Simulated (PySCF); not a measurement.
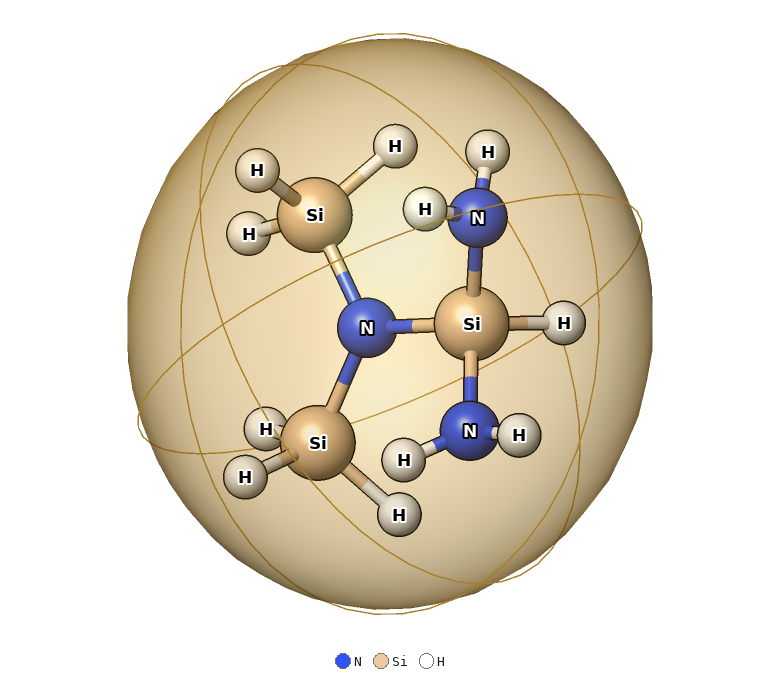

The ellipsoid shows the static dipole polarisability: its half-axes are proportional to the principal values. The computed structure is the end point of a GFN2-xTB optimisation. No frequency run is at hand to confirm it as a minimum. Method: B3LYP/def2-SVPD (PySCF 2.14.0).

How large and how anisotropic is the polarisability?

Answer. Principal values 86.9, 105.8, 108.3 bohr³; mean 100.3 bohr³ (14.87 Å³); anisotropy 20.3 bohr³, so the longest axis is 1.25 times the shortest.

The geometry is semi-empirical. Around Si such bond lengths and angles can be off by a tenth of an ångström or more and by several degrees, and values that hang on the shape move with them.
